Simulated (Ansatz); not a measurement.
# CH6AlNS: rigid scan of one bond length in Python

How does the energy of CH6AlNS change as one bond is stretched? Wanted for CH6AlNS: a rigid scan of one bond length. SMILES: C[NH][AlH][SH].

Program: Ansatz 0.2.0, driven from Python. Level of theory: B3LYP/6-31G*. These are calculated values, not measurements.

## 1. The structure

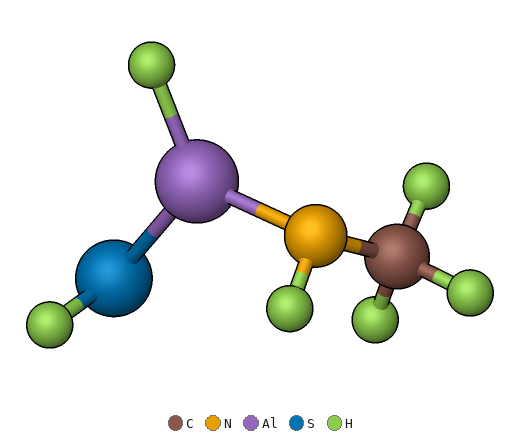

The starting structure, viewed from a chosen angle; carbon brown, nitrogen amber, aluminium purple, sulfur blue, hydrogen green.

The script holds or builds the structure itself.

## 2. Script

Input file scan_ch6alns.py:

```python
# -*- coding: utf-8 -*-
"""Stretching a bond of CH6AlNS, the rest held rigid."""

import ansatz as az
from ase import Atoms
import matplotlib.pyplot as plt
import numpy as np

BASIS = "6-31G*"
XC = "b3lyp"


def main():
    atoms = Atoms(["C", "N", "Al", "S", "H", "H", "H", "H", "H", "H"], positions=[
        (-1.1179, 0.8395, 0.5339),
        (0.2483, 0.6732, 0.7964),
        (0.7783, -1.0532, 0.1593),
        (0.6409, -1.5899, -2.0167),
        (-1.3709, 0.8189, -0.5874),
        (-1.4651, 1.9074, 0.8803),
        (-1.7527, 0.1341, 1.0673),
        (0.8298, 1.4012, 0.2418),
        (1.4494, -2.0886, 1.2364),
        (1.843, -1.0936, -2.3083),
    ])
    ch6alns = az.Crystal.molecule_from_ase(atoms)

    symbols = [site.symbol for site in ch6alns.cartesian_sites]
    start = np.array([site.position_ang for site in ch6alns.cartesian_sites])
    axis = (start[8] - start[2]) / np.linalg.norm(start[8] - start[2])
    moving = [8]
    lengths, energies = [1.39, 1.51, 1.64, 1.8, 2.05, 2.46, 2.95, 3.6], []
    for length in lengths:
        xyz = start.copy()
        xyz[moving] += (length - np.linalg.norm(start[8] - start[2])) * axis
        point = az.Crystal.molecule()
        for symbol, place in zip(symbols, xyz):
            point = point.atom(symbol, place.tolist())
        calc = (
            point.calculation()
            .basis(gaussian=BASIS)
            .functional(XC)
            .spin("collinear")
        )
        r = calc.run().report
        energies.append(r["free_energy_ev"])
        print(f"r = {length:6.3f} A  E = {energies[-1]:.5f} eV  <S^2> = {abs(r['mean_field']['state']['spin_squared']):.3f}")

    print("energy above the lowest point (eV):", [round(e - min(energies), 3) for e in energies])
    plt.figure(figsize=(4.5, 3))
    plt.plot(lengths, np.array(energies) - min(energies), "o-")
    plt.xlabel("bond length (A)")
    plt.ylabel("E - E(min) (eV)")
    plt.tight_layout()
    plt.savefig("scan.png", dpi=100)


if __name__ == "__main__":
    main()
```

## 3. The input behind the calls

The package turns the script's settings into the engine's input (first run):

```yaml
crystal:
  periodic: [false, false, false]
  atoms:
    - { symbol: C, position_ang: [-1.1179, 0.8395, 0.5339] }
    - { symbol: "N", position_ang: [0.2483, 0.6732, 0.7964] }
    - { symbol: Al, position_ang: [0.7783, -1.0532, 0.1593] }
    - { symbol: S, position_ang: [0.6409, -1.5899, -2.0167] }
    - { symbol: H, position_ang: [-1.3709, 0.8189, -0.5874] }
    - { symbol: H, position_ang: [-1.4651, 1.9074, 0.8803] }
    - { symbol: H, position_ang: [-1.7527, 0.1341, 1.0673] }
    - { symbol: H, position_ang: [0.8298, 1.4012, 0.2418] }
    - { symbol: H, position_ang: [1.347842690259898, -1.9319133087395293, 1.0734028634762864] }
    - { symbol: H, position_ang: [1.843, -1.0936, -2.3083] }
basis:
  gaussian:
    orbitals: "6-31G*"
hamiltonian:
  xc: b3lyp
magnetization:
  spin_polarized: true
```

## 4. Running it

Run with:

```
$ python scan_ch6alns.py
```

What it wrote:

```text
r =  1.390 A  E = -20057.50600 eV  <S^2> = 0.000
r =  1.510 A  E = -20057.79450 eV  <S^2> = 0.000
r =  1.640 A  E = -20057.80932 eV  <S^2> = 0.000
r =  1.800 A  E = -20057.58100 eV  <S^2> = 0.000
r =  2.050 A  E = -20056.97514 eV  <S^2> = 0.000
r =  2.460 A  E = -20055.86507 eV  <S^2> = 0.000
r =  2.950 A  E = -20054.85824 eV  <S^2> = 0.435
r =  3.600 A  E = -20054.38054 eV  <S^2> = 0.865
energy above the lowest point (eV): [0.303, 0.015, 0.0, 0.228, 0.834, 1.944, 2.951, 3.429]
```

Run time: 37 s. Hardware: 1 thread of Intel Xeon Platinum 8488C (Sapphire Rapids), shared host; peak memory 0.35 GiB.

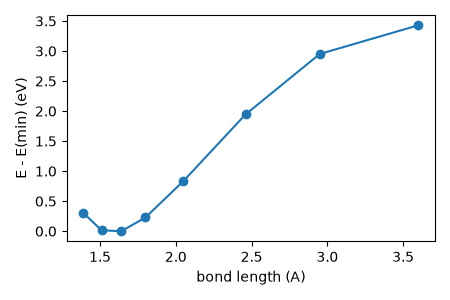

The script's own figure, scan.png.

## 5. What changed from run to run

The engine's inputs for some of the other runs:

Run 5, against run 1:

```diff
@@ -12 +12 @@
-    - { symbol: H, position_ang: [1.347842690259898, -1.9319133087395293, 1.0734028634762864] }
+    - { symbol: H, position_ang: [1.618273032397691, -2.3491440884288024, 1.5074373166376887] }
```

Run 6, against run 1:

```diff
@@ -12 +12 @@
-    - { symbol: H, position_ang: [1.347842690259898, -1.9319133087395293, 1.0734028634762864] }
+    - { symbol: H, position_ang: [1.7862676388772294, -2.608332906114563, 1.7770647799652264] }
```

Run 8, against run 1:

```diff
@@ -12 +12 @@
-    - { symbol: H, position_ang: [1.347842690259898, -1.9319133087395293, 1.0734028634762864] }
+    - { symbol: H, position_ang: [2.2533745934788723, -3.32900425285058, 2.5267606536076483] }
```

Lines on the test bed's own set-up are left out of the output.

## 6. Run by run

One row for each of the 8 runs:

```csv
run,distance (Å),energy from run 3 (eV),<S²>,SCF cycles,CPU time (s)
1,1.39,0.3033,0.00,19,3.3
2,1.51,0.0148,0.00,19,3.3
3,1.64,0.0000,0.00,19,3.3
4,1.80,0.2283,0.00,19,3.3
5,2.05,0.8342,0.00,19,3.4
6,2.46,1.9443,0.00,28,4.9
7,2.95,2.9511,0.44,37,7.1
8,3.60,3.4288,0.87,52,7.6
```

## 7. What came out

| quantity | value |
| --- | --- |
| runs compared | 8 |
| range of energy | 3.429 eV |
| lowest point, distance (Å) | 1.64 |

The curve has its lowest point inside the range, at 1.64. The ends stand 0.303 and 3.43 eV above it. The distance scanned is the script's pair 2, 8. <S²> moves from 0.00 to 0.87: along the scan the mean field breaks spin symmetry. The rest of the molecule is held rigid at a force-field or estimated start geometry, and the basis set is modest; single-reference methods fail as a bond breaks. b3lyp holds the VWN-RPA fit, as in Gaussian; the form of ORCA and Turbomole is b3lyp5.
